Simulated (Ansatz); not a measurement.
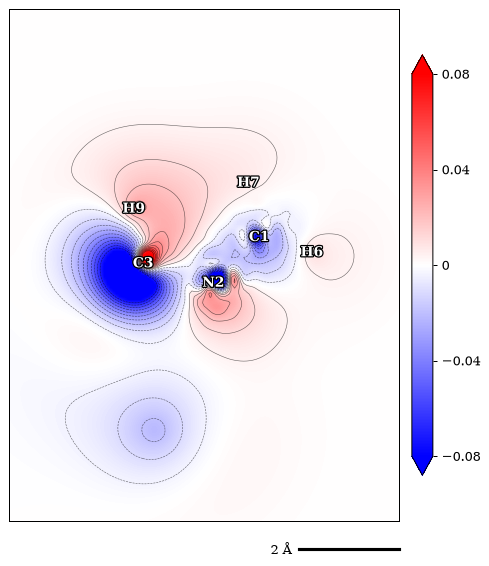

C2H7NSSi. The LUMO on the plane of atoms N2, C3 and H9 (values in Å⁻³ᐟ²; the overall sign is arbitrary).

The calculation used RKS PBE-D4/6-31G (Ansatz).

Input

```
crystal:
  periodic: [false, false, false]
  atoms:
    - { symbol: C, position_ang: [-1.8457, 1.2704, 0.1703] }
    - { symbol: "N", position_ang: [-1.2308, 0.4902, -0.5707] }
    - { symbol: C, position_ang: [0.1601, 0.8347, -0.7078] }
    - { symbol: S, position_ang: [1.3396, 0.3357, 0.6702] }
    - { symbol: Si, position_ang: [1.2673, -1.817, 0.4744] }
    - { symbol: H, position_ang: [-2.9723, 1.1686, 0.3159] }
    - { symbol: H, position_ang: [-1.4257, 2.1989, 0.6595] }
    - { symbol: H, position_ang: [0.6084, 0.4085, -1.6302] }
    - { symbol: H, position_ang: [0.3207, 1.933, -0.7822] }
    - { symbol: H, position_ang: [2.2961, -2.3596, 1.4335] }
    - { symbol: H, position_ang: [-0.0731, -2.3531, 0.889] }
    - { symbol: H, position_ang: [1.6323, -2.1653, -0.8879] }
basis:
  gaussian: { orbitals: "6-31G" }
hamiltonian:
  xc: pbe
  dispersion: d4
relax:
  f_tol: 0.02
  max_steps: 50
output:
  orbitals: {}
```

Run with:

```sh
ansatz run input.yaml --threads 1 --pin off --max-ram 2048MiB --backend cpu --events-out ev --progress --plain --runs-dir out
```

The fields are those of the run's last geometry, not of the input's.

### Describe this orbital and give its energy.

Its weight (Hirshfeld) is mainly on C1 (about 40 %), N2 (about 35 %) and S4 (about 10 %); π-antibonding (π*) across C1–N2. Its energy is −2.00 eV.
